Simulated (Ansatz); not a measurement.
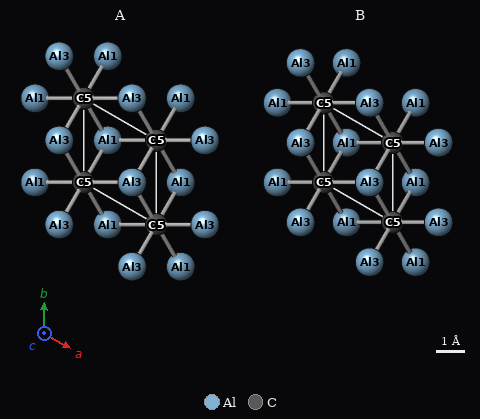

Two geometries of a crystal of Al4C (a generated structure, set up in P-3m1) (coarse preliminary run), drawn at one scale. One is the start of a relaxation, the other its converged end. Style: ball-and-stick. Shown: the cell of the calculation, along the c axis.

The calculation used DFT PBE, scalar-relativistic, plane waves, PAW (Ansatz 0.2.0). (plane-wave cutoff 420 eV; k-point mesh 6 × 6 × 2; occupations gaussian; smearing width 0.1 eV; no spin polarisation; cell and atoms relaxed; force threshold 0.04 eV/Å; at most 70 steps)

> Which of the two is the end point?

Structure A is the relaxed one. The largest moves relative to the cell, 0.15 Å, are those of Al atoms. C stays in place. The volume changes by +7.1 %, with a = b 2.893 → 3.054 Å (+5.6 %), c 9.302 → 8.941 Å (−3.9 %). Among the contacts that change: Al–C 2.085 → 2.051 Å. Among the angles between lasting bonds that change: Al–C–Al 87.9° → 96.2°, C–Al–C 87.9° → 96.2°, Al–C–Al 92.1° → 83.8°. The space group stays P-3m1 (No. 164). The energy falls by 91.0 meV per atom in 5 accepted moves (6 points after the start). Largest force component: 1 eV/Å at the start, 0.021 eV/Å at the end. Pressure: 3.72 GPa at the start and 0.11 GPa at the end. The SCF was repeated once at an unchanged geometry on a basis and grid sized afresh for the cell, which shifted the energy by 1.7 meV per atom at most. Cost: 3.9 s on 1 thread of Intel(R) Xeon(R) 6975P-C (Granite Rapids), on a shared host, peak memory 0.37 GiB.
